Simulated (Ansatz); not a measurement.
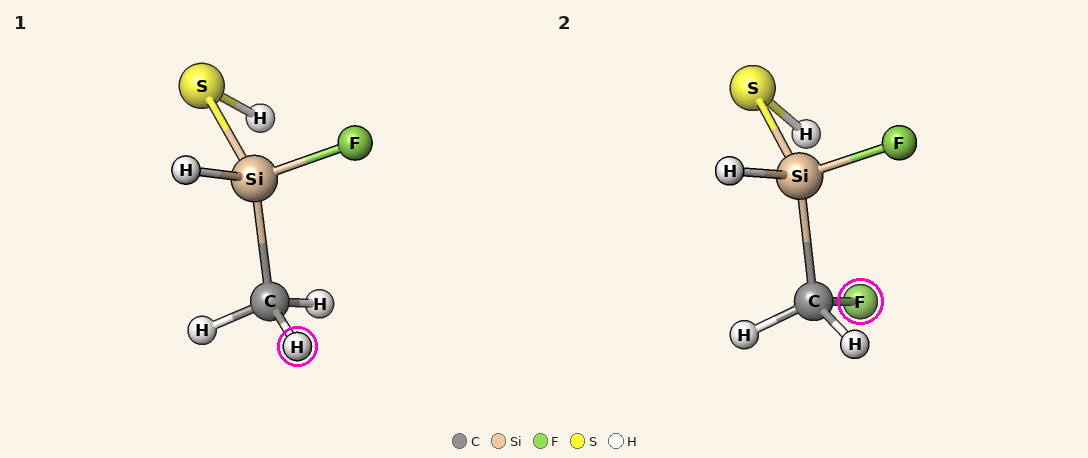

2 molecules with one skeleton, seen from the same side and at one scale; the atom that differs is circled. Charge 0, singlet. Computed geometries: PBE0-D4/def2-TZVP optimisations, one conformation each. Properties computed with Ansatz 0.2.0.

One atom differs, called X below: H in panel 1, F in panel 2. Their formulas are CH5FSSi (`C[Si@@H](F)S`), CH4F2SSi (`FC[Si@@H](F)S`).

> In which is the length of X–C larger (PBE0-D4/def2-TZVP)?

In panel 2 (X = F).

> In which is the dipole moment larger (ωB97M-V/def2-TZVPP)?

In panel 1 (X = H).

Give the values. With PBE0-D4/def2-TZVP: length of X–C (Å), mean angle H–C–X (°). With CAM-B3LYP-D4/def2-TZVPP: HOMO energy (Kohn–Sham orbital) (eV), HOMO–LUMO gap (eV). With ωB97M-V/def2-TZVPP: dipole moment (D).

```csv
quantity,1 (H),2 (F),2 − 1
length of X–C (Å),1.093,1.391,+0.298
mean angle H–C–X (°),108.4,108.2,−0.2
HOMO energy (Kohn–Sham orbital) (eV),−9.12,−9.33,−0.21
HOMO–LUMO gap (eV),10.45,10.35,−0.10
dipole moment (D),2.00,1.85,−0.15
```
